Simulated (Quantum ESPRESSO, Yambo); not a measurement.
## SrTiO3 (Tausonite): changed settings of a GW run in Yambo

A base run on SrTiO3 (Tausonite), then changed inputs.

Main program and level: Yambo 5.3.0; PBE and many-body steps on it, plane waves.

## Step 1: The structure

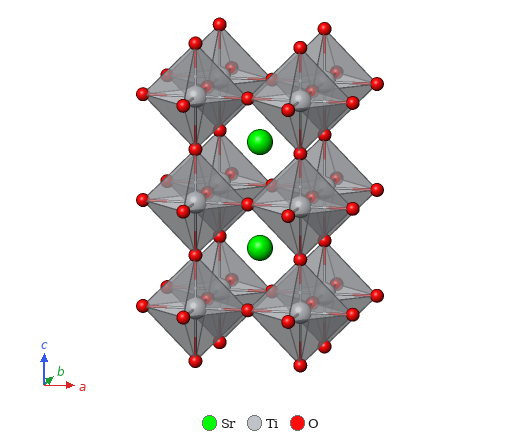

The starting structure, seen slightly off an axis (strontium green, titanium light grey, oxygen red). 1×1×2 cells are drawn. Some periodic images of atoms are drawn too.

As a file:

```cif
data_structure
_symmetry_space_group_name_H-M 'Pm-3m'
_symmetry_Int_Tables_number 221
_cell_length_a 3.9053
_cell_length_b 3.9053
_cell_length_c 3.9053
_cell_angle_alpha 90.000
_cell_angle_beta 90.000
_cell_angle_gamma 90.000
_cell_volume 59.56
loop_
_atom_site_label
_atom_site_type_symbol
_atom_site_symmetry_multiplicity
_atom_site_Wyckoff_symbol
_atom_site_fract_x
_atom_site_fract_y
_atom_site_fract_z
_atom_site_occupancy
Sr1 Sr 1 b 0.50000 0.50000 0.50000 1
Ti1 Ti 1 a 0.00000 0.00000 0.00000 1
O1 O 3 d 0.50000 0.00000 0.00000 1
```

The cell and positions come from the Crystallography Open Database and are kept as given unless a step says otherwise.

## Step 2: Base

This step: Yambo 5.3.0; G0W0 on PBE, plane waves, norm-conserving pseudopotentials.

Now the one-shot GW correction: screening in the RPA, then the self-energy of the levels asked for.

Input file gw1.in:

```
HF_and_locXC
gw0
dyson
ppa
em1d
rim_cut
RandQpts= 1000000
RandGvec= 1 RL
EXXRLvcs= 76 Ry
VXCRLvcs= 304 Ry
Chimod= "HARTREE"
% BndsRnXp
 1 | 165 |
%
NGsBlkXp= 13 Ry
% LongDrXp
 1 | 1 | 1 |
%
% GbndRnge
 1 | 165 |
%
DysSolver= "n"
ExtendOut
PPAPntXp= 27.21138 eV
% QPkrange
 10 | 10 | 19 | 22 |
 1 | 1 | 19 | 22 |
%
```

Started as:

```console
OMP_NUM_THREADS=1 mpirun -n 4 yambo -F gw1.in -J gw1 -C gw1 > gw1.log
```

Log:

```text
 Yambo, version 5.3.0

 [02] CORE Variables Setup
 =========================

  [... cell, symmetries and grids as in the set-up ...]

  [02.05] Energies & Occupations
  ==============================

  [X] === General ===
  [X] Electronic Temperature                        :  0.000000  0.000000 [eV K]
  [X] Bosonic    Temperature                        :  0.000000  0.000000 [eV K]
  [X] Finite Temperature mode                       : no
  [X] El. density                                   :  0.67159E+24 [cm-3]
  [X] Fermi Level                                   :  10.04689 [eV]

  [X] === Gaps and Widths ===
  [X] Conduction Band Min                           :  1.907663 [eV]
  [X] Valence Band Max                              :  0.000000 [eV]
  [X] Filled Bands                                  :  20
  [X] Empty Bands                                   :   21  165
  [X] Direct Gap                                    :  2.262791 [eV]
  [X] Direct Gap localized at k                     :  1
  [X] Indirect Gap                                  :  1.907663 [eV]
  [X] Indirect Gap between kpts                     :  10   1
  [X] Last valence band width                       :  0.731989 [eV]
  [X] 1st conduction band width                     :  2.609048 [eV]

 [03] Transferred momenta grid and indexing
 ==========================================

 IBZ Q-points                                      :  10
 BZ  Q-points                                      :   64

 K/Q-points units:
 rlu = crystal or reduced units; cc = cartesian coordinates; iku = interal k-units

 Q [ 1]         [rlu]:  0.000000  0.000000  0.000000
 Q [ 2]         [rlu]:  0.000000  0.000000  0.250000
 Q [ 3]         [rlu]:  0.000000  0.000000 -0.500000
 Q [ 4]         [rlu]:  0.000000  0.250000  0.250000
 Q [ 5]         [rlu]:  0.000000  0.250000 -0.500000
 Q [ 6]         [rlu]:  0.000000 -0.500000 -0.500000
 Q [ 7]         [rlu]:  0.250000  0.250000  0.250000
 Q [ 8]         [rlu]:  0.250000  0.250000 -0.500000
 Q [ 9]         [rlu]:  0.250000 -0.500000 -0.500000
 Q [10]         [rlu]: -0.500000 -0.500000 -0.500000

 [04] Coloumb potential Random Integration (RIM)
 ===============================================

  [04.01] RIM initialization
  ==========================

  * Diagonal components only detected *

  8 x (sBL volume)        :  0.077143 [a.u.]
  sBZ random points       :  1000000
  Points outside the sBZ  :   7992674
  RL volume               :  0.617144 [a.u.]
  Integrated volume       :  0.617710 [a.u.]

  [04.02] RIM integrals
  =====================

  Gamma point sphere radius             :  0.077218 [a.u.]
  Points outside the sphere             :   799758
  [Int_sBZ(q=0) 1/q^2]*(Vol_sBZ)^(-1/3) =:  7.677921
                                 should be <:  7.795600

  Summary of Coulomb integrals for non-metallic bands |Q|[au] RIM/Bare

  Q [1] 0.100000E-4 0.984904 * Q [2] 0.212848 1.050352
  Q [4] 0.301012 1.048056 * Q [7] 0.368663 1.034451
  Q [3] 0.425695 1.019613 * Q [5] 0.475942 1.017752
  Q [8] 0.521368 1.015471 * Q [6] 0.602024 1.012155
  Q [9] 0.638543 1.010963 * Q [10] 0.737326 1.008585

 [05] Dipoles
 ============

  [05.01] Setup: observables and procedures
  =========================================

  [WARNING] [x,Vnl] slows the Dipoles computation. To neglect it rename the ns.kb_pp file

 [06] Dynamic Dielectric Matrix (PPA)
 ====================================

 [WR./gw1//ndb.pp]---------------------------------------------------------------
  Brillouin Zone Q/K grids (IBZ/BZ)                :   10   64   10   64
  RL vectors                                       :   5743 [WF]
  Coulomb cutoff potential                         : none
  Electronic Temperature                           :  0.000000 [K]
  Bosonic    Temperature                           :  0.000000 [K]
  PPA    diel. fun.  energies                      : Perdew, Burke & Ernzerhof(X)+Perdew, Burke & Ernzerhof(C)
  wavefunctions                                    : Perdew, Burke & Ernzerhof(X)+Perdew, Burke & Ernzerhof(C)
[...]
X matrix size                                    :   341
  X band range                                     :    1  165
  X e/h energy range                               : -1.000000 -1.000000 [eV]
  X Time ordering                                  : R
  X Hxc Kernel                                     : HARTREE
  X Drude frequency                                :  0.000000  0.000000
  X poles                                          :  100.0000 [o/o]
  RL vectors in the sum                            :   5743
  [r,Vnl] included                                 : yes
  Field direction                                  :  0.577350E-5  0.577350E-5  0.577350E-5
  BZ energy Double Grid                            : no
  BZ energy DbGd points                            : 0
  BZ Q point size factor                           : -1.000000
  X Optical Averaged directions                    : none

 [07] Local Exchange-Correlation + Non-Local Fock
 ================================================

 [VXC] Plane waves :   36041
 [EXS] Plane waves :   4553

 QP @ state[ 1 ] K range:  1  1
 QP @ state[ 1 ] b range:  19  22
 QP @ state[ 2 ] K range:  10  10
 QP @ state[ 2 ] b range:  19  22

 [xc] Functional : Perdew, Burke & Ernzerhof(X)+Perdew, Burke & Ernzerhof(C)
 [xc] LIBXC used to calculate xc functional
  PP Number of Atomic Species                      :  3
  NLCC RL compoments                               :   36041
  PP Number of Atomic Species                      :  3
  NLCC RL compoments                               :   36041

 [xc] E_xc :  -22.32465 [Ha]
      E_xc :  -44.64930 [Ry]

  Local XC kind (lXC) : Perdew, Burke & Ernzerhof(X)+Perdew, Burke & Ernzerhof(C)
  Non-Local XC kind (nlXC) : Hartree-Fock

  Corrections @ K [1] :  [eV]
 <19|nlXC|19> = -25.25794 -0.20047E-16 <19|lXC|19> = -20.54184  0.37763E-15
 <20|nlXC|20> = -25.25796 -0.45402E-17 <20|lXC|20> = -20.54184  0.75527E-15
 <21|nlXC|21> = -11.48490  0.48933E-19 <21|lXC|21> = -18.88296 -0.94408E-16
 <22|nlXC|22> = -11.48491 -0.71673E-18 <22|lXC|22> = -18.88296 -0.47204E-16

  Corrections @ K [10] :  [eV]
 <19|nlXC|19> = -25.09237  0.68098E-17 <19|lXC|19> = -20.19479 -0.18882E-15
 <20|nlXC|20> = -25.09237  0.55139E-17 <20|lXC|20> = -20.19479 -0.18882E-15
 <21|nlXC|21> = -12.96587 -0.92841E-19 <21|lXC|21> = -21.98335 -0.94408E-16
 <22|nlXC|22> = -12.96584 -0.14034E-18 <22|lXC|22> = -21.98335 -0.10621E-15

  [07.01] Hartree-Fock occupations report
  =======================================

  [Hartree-Fock] === General ===
  [Hartree-Fock] Electronic Temperature             :  0.000000  0.000000 [eV K]
  [Hartree-Fock] Bosonic    Temperature             :  0.000000  0.000000 [eV K]
  [Hartree-Fock] Finite Temperature mode            : no
  [Hartree-Fock] El. density                        :  0.67159E+24 [cm-3]
  [Hartree-Fock] Fermi Level                        :  10.04689 [eV]

  [Hartree-Fock] === Gaps and Widths ===
  [Hartree-Fock] Conduction Band Min                :  1.989030 [eV]
  [Hartree-Fock] Valence Band Max                   : -0.043408 [eV]
  [Hartree-Fock] Filled Bands                       :  20
  [Hartree-Fock] Empty Bands                        :   21  165
  [Hartree-Fock] Direct Gap                         :  2.584165 [eV]
  [Hartree-Fock] Direct Gap localized at k          :  2
  [Hartree-Fock] Indirect Gap                       :  2.032438 [eV]
  [Hartree-Fock] Indirect Gap between kpts          :   9   2
  [Hartree-Fock] Last valence band width            :  5.027837 [eV]
  [Hartree-Fock] 1st conduction band width          :  11.54516 [eV]

 [08] Dyson equation: Newton solver
 ==================================

  [08.01] G0W0 (W PPA)
  ====================

  [  GW  ] Bands range     :    1  165
  [GW/PPA] G damping       :  0.100000 [eV]

  QP @ state[ 1 ] K range:  1  1
  QP @ state[ 1 ] b range:  19  22
  QP @ state[ 2 ] K range:  10  10
  QP @ state[ 2 ] b range:  19  22

   Sc/G bands                                       :    1  165
   Sc/G damping                                     :  0.100000 ev
   Sc bands terminator                              : no
   Sx RL components                                 :   4553

   QP @ state[ 1 ] K range                          :  1  1
   QP @ state[ 1 ] b range                          :  19  22
   QP @ state[ 2 ] K range                          :  10  10
   QP @ state[ 2 ] b range                          :  19  22
   GF energies kind                                 : Perdew, Burke & Ernzerhof(X)+Perdew, Burke & Ernzerhof(C)
   GF WF`s kind                                     : Perdew, Burke & Ernzerhof(X)+Perdew, Burke & Ernzerhof(C)
   Xs energies kind                                 : Perdew, Burke & Ernzerhof(X)+Perdew, Burke & Ernzerhof(C)
   Xs WF`s kind                                     : Perdew, Burke & Ernzerhof(X)+Perdew, Burke & Ernzerhof(C)

 [11] Game Over & Game summary
```

It took 5.3 min on 4 MPI ranks of Arm Neoverse V1, shared host; peak memory 1.8 GiB.

This step gave:

- G0W0 gap on the points computed: 3.479 eV
- starting gap on the mesh: 1.908 eV
- k of the valence top: -0.5, -0.5, -0.5
- k of the conduction bottom: 0, 0, 0
- least direct G0W0 gap on the computed points: 3.847 eV
- Z at the valence top: 0.7644
- Z at the conduction bottom: 0.7777

The gap on the mesh goes from 1.91 eV to 3.48 eV, a correction of +1.57 eV.

## Step 3: Fewer bands in the self-energy

gw3.in, as its differences from gw1.in of step 2:

```diff
@@ -19,3 +19,3 @@
 % GbndRnge
- 1 | 165 |
+ 1 | 24 |
 %
```

Started as:

```console
OMP_NUM_THREADS=1 mpirun -n 4 yambo -F gw3.in -J gw3,gw1_W -C gw3 > gw3.log
```

Log:

```text
 Yambo, version 5.3.0

 [02] CORE Variables Setup
 =========================

  [... cell, symmetries and grids as in the set-up ...]

  [02.05] Energies & Occupations
  ==============================

  [X] === General ===
  [X] Electronic Temperature                        :  0.000000  0.000000 [eV K]
  [X] Bosonic    Temperature                        :  0.000000  0.000000 [eV K]
  [X] Finite Temperature mode                       : no
  [X] El. density                                   :  0.67159E+24 [cm-3]
  [X] Fermi Level                                   :  10.04689 [eV]

  [X] === Gaps and Widths ===
  [X] Conduction Band Min                           :  1.907663 [eV]
  [X] Valence Band Max                              :  0.000000 [eV]
  [X] Filled Bands                                  :  20
  [X] Empty Bands                                   :   21  165
  [X] Direct Gap                                    :  2.262791 [eV]
  [X] Direct Gap localized at k                     :  1
  [X] Indirect Gap                                  :  1.907663 [eV]
  [X] Indirect Gap between kpts                     :  10   1
  [X] Last valence band width                       :  0.731989 [eV]
  [X] 1st conduction band width                     :  2.609048 [eV]

 [03] Transferred momenta grid and indexing
 ==========================================

 IBZ Q-points                                      :  10
 BZ  Q-points                                      :   64

 K/Q-points units:
 rlu = crystal or reduced units; cc = cartesian coordinates; iku = interal k-units

 Q [ 1]         [rlu]:  0.000000  0.000000  0.000000
 Q [ 2]         [rlu]:  0.000000  0.000000  0.250000
 Q [ 3]         [rlu]:  0.000000  0.000000 -0.500000
[...]
Q [ 8]         [rlu]:  0.250000  0.250000 -0.500000
 Q [ 9]         [rlu]:  0.250000 -0.500000 -0.500000
 Q [10]         [rlu]: -0.500000 -0.500000 -0.500000

 [04] Coloumb potential Random Integration (RIM)
 ===============================================

 Summary of Coulomb integrals for non-metallic bands |Q|[au] RIM/Bare

 Q [1] 0.100000E-4 0.984904 * Q [2] 0.212848 1.050352
 Q [4] 0.301012 1.048056 * Q [7] 0.368663 1.034451
 Q [3] 0.425695 1.019613 * Q [5] 0.475942 1.017752
 Q [8] 0.521368 1.015471 * Q [6] 0.602024 1.012155
 Q [9] 0.638543 1.010963 * Q [10] 0.737326 1.008585

 [05] Dipoles
 ============

  [05.01] Setup: observables and procedures
  =========================================

 [06] Dynamic Dielectric Matrix (PPA)
 ====================================

   Sc/G bands                                       :   1  24
   Sc/G damping                                     :  0.100000 ev
   Sc bands terminator                              : no
   Sx RL components                                 :   4553

   QP @ state[ 1 ] K range                          :  1  1
   QP @ state[ 1 ] b range                          :  19  22
   QP @ state[ 2 ] K range                          :  10  10
   QP @ state[ 2 ] b range                          :  19  22
   GF energies kind                                 : Perdew, Burke & Ernzerhof(X)+Perdew, Burke & Ernzerhof(C)
   GF WF`s kind                                     : Perdew, Burke & Ernzerhof(X)+Perdew, Burke & Ernzerhof(C)
   Xs energies kind                                 : Perdew, Burke & Ernzerhof(X)+Perdew, Burke & Ernzerhof(C)
   Xs WF`s kind                                     : Perdew, Burke & Ernzerhof(X)+Perdew, Burke & Ernzerhof(C)

 [11] Game Over & Game summary
```

It took 18 s on 4 MPI ranks; peak memory 1.7 GiB.

This step gave:

```
G0W0 gap on the points computed              : 3.046 eV
starting gap on the mesh                     : 1.908 eV
k of the valence top                         : -0.5, -0.5, -0.5
k of the conduction bottom                   : 0, 0, 0
least direct G0W0 gap on the computed points : 3.308 eV
Z at the valence top                         : 0.7868
Z at the conduction bottom                   : 0.7933
```

## Step 4: No random integration

gw4.in, as its differences from gw3.in of step 3:

```diff
@@ -6,3 +6,3 @@
 rim_cut
-RandQpts= 1000000
+RandQpts= 0
 RandGvec= 1 RL
@@ -19,3 +19,3 @@
 % GbndRnge
- 1 | 24 |
+ 1 | 165 |
 %
```

Started as:

```console
OMP_NUM_THREADS=1 mpirun -n 4 yambo -F gw4.in -J gw4,gw1_W -C gw4 > gw4.log
```

Log:

```text
 Yambo, version 5.3.0

 [02] CORE Variables Setup
 =========================

  [... cell, symmetries and grids as in the set-up ...]

  [02.05] Energies & Occupations
  ==============================

  [X] === General ===
  [X] Electronic Temperature                        :  0.000000  0.000000 [eV K]
  [X] Bosonic    Temperature                        :  0.000000  0.000000 [eV K]
  [X] Finite Temperature mode                       : no
  [X] El. density                                   :  0.67159E+24 [cm-3]
  [X] Fermi Level                                   :  10.04689 [eV]

  [X] === Gaps and Widths ===
  [X] Conduction Band Min                           :  1.907663 [eV]
  [X] Valence Band Max                              :  0.000000 [eV]
  [X] Filled Bands                                  :  20
  [X] Empty Bands                                   :   21  165
  [X] Direct Gap                                    :  2.262791 [eV]
  [X] Direct Gap localized at k                     :  1
  [X] Indirect Gap                                  :  1.907663 [eV]
  [X] Indirect Gap between kpts                     :  10   1
  [X] Last valence band width                       :  0.731989 [eV]
  [X] 1st conduction band width                     :  2.609048 [eV]

 [03] Transferred momenta grid and indexing
 ==========================================

 IBZ Q-points                                      :  10
 BZ  Q-points                                      :   64

 K/Q-points units:
 rlu = crystal or reduced units; cc = cartesian coordinates; iku = interal k-units

 Q [ 1]         [rlu]:  0.000000  0.000000  0.000000
 Q [ 2]         [rlu]:  0.000000  0.000000  0.250000
 Q [ 3]         [rlu]:  0.000000  0.000000 -0.500000
[...]
Q [ 8]         [rlu]:  0.250000  0.250000 -0.500000
 Q [ 9]         [rlu]:  0.250000 -0.500000 -0.500000
 Q [10]         [rlu]: -0.500000 -0.500000 -0.500000

 [04] Dipoles
 ============

  [04.01] Setup: observables and procedures
  =========================================

 [05] Dynamic Dielectric Matrix (PPA)
 ====================================

   Sc/G bands                                       :    1  165
   Sc/G damping                                     :  0.100000 ev
   Sc bands terminator                              : no
   Sx RL components                                 :   4553

   QP @ state[ 1 ] K range                          :  1  1
   QP @ state[ 1 ] b range                          :  19  22
   QP @ state[ 2 ] K range                          :  10  10
   QP @ state[ 2 ] b range                          :  19  22
   GF energies kind                                 : Perdew, Burke & Ernzerhof(X)+Perdew, Burke & Ernzerhof(C)
   GF WF`s kind                                     : Perdew, Burke & Ernzerhof(X)+Perdew, Burke & Ernzerhof(C)
   Xs energies kind                                 : Perdew, Burke & Ernzerhof(X)+Perdew, Burke & Ernzerhof(C)
   Xs WF`s kind                                     : Perdew, Burke & Ernzerhof(X)+Perdew, Burke & Ernzerhof(C)

 [10] Game Over & Game summary
```

Wall time 92 s (4 MPI ranks); peak memory 1.8 GiB.

Numbers from this step:

```yaml
g0w0_gap_on_the_points_computed: 3.450 eV
starting_gap_on_the_mesh: 1.908 eV
k_of_the_valence_top: -0.5, -0.5, -0.5
k_of_the_conduction_bottom: 0, 0, 0
least_direct_g0w0_gap_on_the_computed_points: 3.819 eV
z_at_the_valence_top: 0.7671
z_at_the_conduction_bottom: 0.7804
```

## Step 5: More G vectors in the random integration

gw5.in, as its differences from gw4.in of step 4:

```diff
@@ -6,4 +6,4 @@
 rim_cut
-RandQpts= 0
-RandGvec= 1 RL
+RandQpts= 1000000
+RandGvec= 59 RL
 EXXRLvcs= 76 Ry
@@ -28 +28,2 @@
 %
+QpgFull
```

Started as:

```console
OMP_NUM_THREADS=1 mpirun -n 4 yambo -F gw5.in -J gw5,gw1_W -C gw5 > gw5.log
```

Log:

```text
 Yambo, version 5.3.0

 [02] CORE Variables Setup
 =========================

  [... cell, symmetries and grids as in the set-up ...]

  [02.05] Energies & Occupations
  ==============================

  [X] === General ===
  [X] Electronic Temperature                        :  0.000000  0.000000 [eV K]
  [X] Bosonic    Temperature                        :  0.000000  0.000000 [eV K]
  [X] Finite Temperature mode                       : no
  [X] El. density                                   :  0.67159E+24 [cm-3]
[...]
QP @ state[ 1 ] b range                          :  19  22
   QP @ state[ 2 ] K range                          :  10  10
   QP @ state[ 2 ] b range                          :  19  22
   GF energies kind                                 : Perdew, Burke & Ernzerhof(X)+Perdew, Burke & Ernzerhof(C)
   GF WF`s kind                                     : Perdew, Burke & Ernzerhof(X)+Perdew, Burke & Ernzerhof(C)
   Xs energies kind                                 : Perdew, Burke & Ernzerhof(X)+Perdew, Burke & Ernzerhof(C)
   Xs WF`s kind                                     : Perdew, Burke & Ernzerhof(X)+Perdew, Burke & Ernzerhof(C)

 [11] Game Over & Game summary
```

Wall time 4.9 min (4 MPI ranks); peak memory 1.8 GiB; 20 min of CPU time.

Numbers from this step:

```yaml
g0w0_gap_on_the_points_computed: 3.497 eV
starting_gap_on_the_mesh: 1.908 eV
k_of_the_valence_top: -0.5, -0.5, -0.5
k_of_the_conduction_bottom: 0, 0, 0
least_direct_g0w0_gap_on_the_computed_points: 3.866 eV
```

Against G0W0 in Yambo (4×4×4 mesh, 165 bands, screening to 176.9 eV, Godby-Needs plasmon pole), the gap moves by +0.019 eV.

[end of part 1 of 2]

[Paths, hosts, dates, memory and timing lines, banners, echoed tables and standing remarks are left out of the program output.]

[Logs are printed without paths, hosts, clocks, repeated set-up lines and the standing remarks that a program may print on its own settings, such as how far it seeks lower states.]

[Runs of the session that timed out or met a known fault of the program may be left out.]

[Hosts, paths, dates, database ids (printed as entryN), source tags and the programs' standing remarks are cut or masked in the printed files.]
